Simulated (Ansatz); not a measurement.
# C3H9AlO: what the fields show

```
atom    x (Å)    y (Å)    z (Å)
   C  -2.1984   0.3322   1.3238
   C  -0.7666   0.3696   0.8849
  Al   1.7721  -0.3730  -0.3325
   C  -0.0918  -0.6197   0.2696
   O   1.1772   0.6849  -1.9904
   H  -2.6728  -0.6184   1.0588
   H  -2.2780   0.4646   2.4110
   H  -2.7793   1.1472   0.8710
   H  -0.2412   1.3000   1.1267
   H   2.6416   0.7039   0.4697
   H   2.4908  -1.5817  -1.1151
   H  -0.6731  -1.5305   0.0800
   H   0.2220   0.7614  -1.8134
   H   1.2701   0.1402  -2.7865
```

All numbers below come from Ansatz 0.2.0, RKS PBE0-D4/6-31G*.

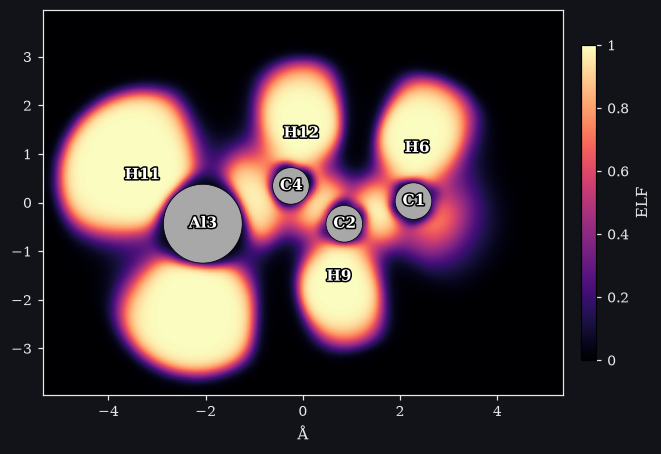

Figure 1. Electron localisation function on the plane of atoms C1, C2 and C4. Grey discs cover the atomic cores.

### Read the bonding off the picture.

The section cuts through C, Al and H sites.
C–C (1.35 Å): the ELF peaks at about 0.90 between the atoms: a covalent bond.
C–Al (1.97 Å): the ELF peaks at about 0.95 between the atoms, as expected for a shared but strongly polarised pair.
C–C (1.50 Å): the ELF peaks at about 1 between the atoms: a covalent bond.
C–H (1.09 Å): the ELF climbs to about 1 towards the hydrogen, as it does in any bond to H; a covalent bond by its length.
Al–H (1.61 Å): the ELF climbs to about 1 towards the hydrogen.

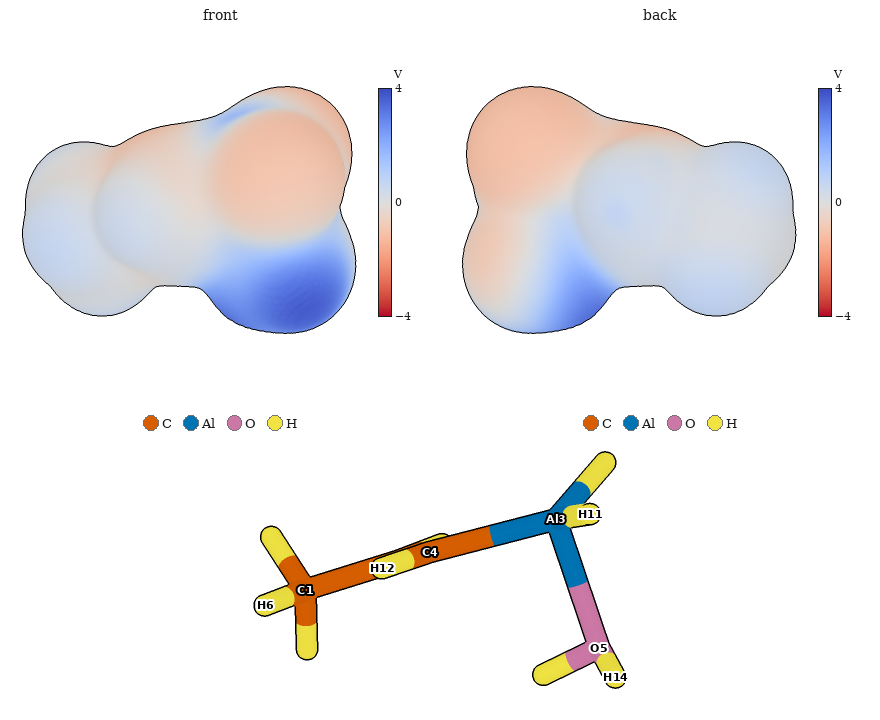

Figure 2. The molecular electrostatic potential painted on the density surface at 0.002 e/bohr³, seen from the front and from behind; red is negative and blue positive. The bare structure is drawn below in the same view.

### Where is the surface potential most negative and most positive?

The most negative region (about −1.1 V, or −25 kcal/mol for a unit charge) lies over H10, the most positive (about +3.6 V, or +83 kcal/mol for a unit charge) over H14.

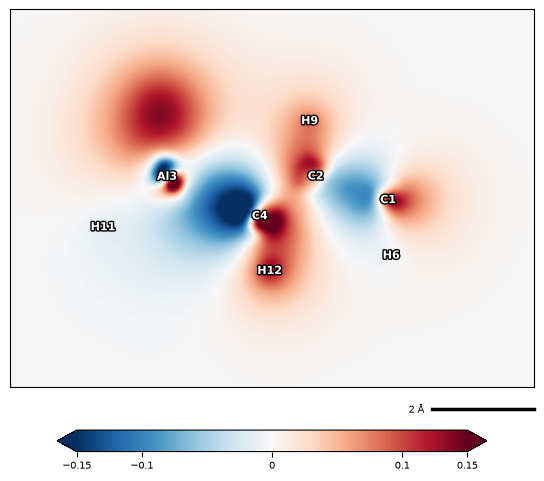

Figure 3. The HOMO on the plane of atoms C2, C4 and Al3 (values in Å⁻³ᐟ²; the overall sign is arbitrary).

### Describe this orbital and give its energy.

By Hirshfeld shares it lies mainly on C4 (about 40 %), C2 (about 30 %) and Al3 (about 10 %); π-bonding across C4–C2. Its energy is −7.03 eV.

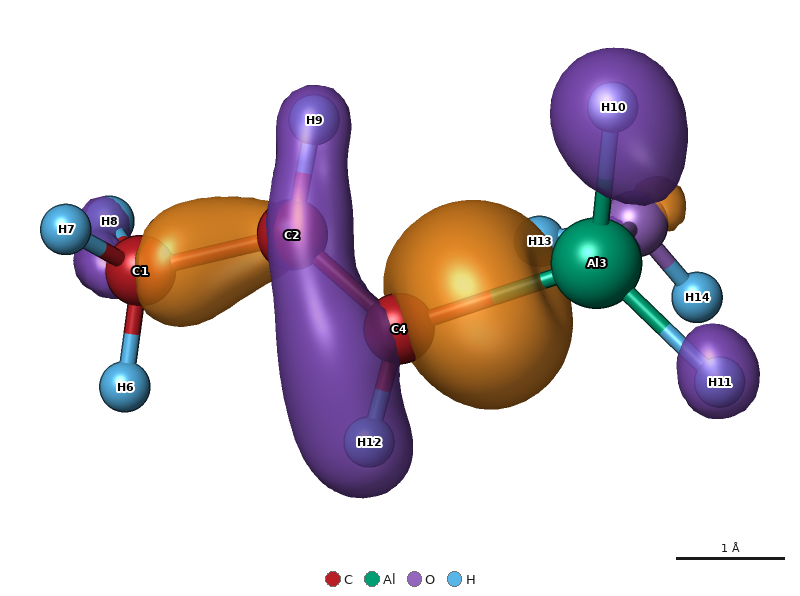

Figure 4. The HOMO−1 at ±0.15 Å⁻³ᐟ² (orange and purple are the two phases), seen from one side.

### What is the character of this orbital?

By Hirshfeld shares it lies mainly on C4 (about 40 %), Al3 (about 20 %), C2 (about 10 %), H10 (about 10 %) and H12 (about 5 %). Its energy is −7.34 eV.
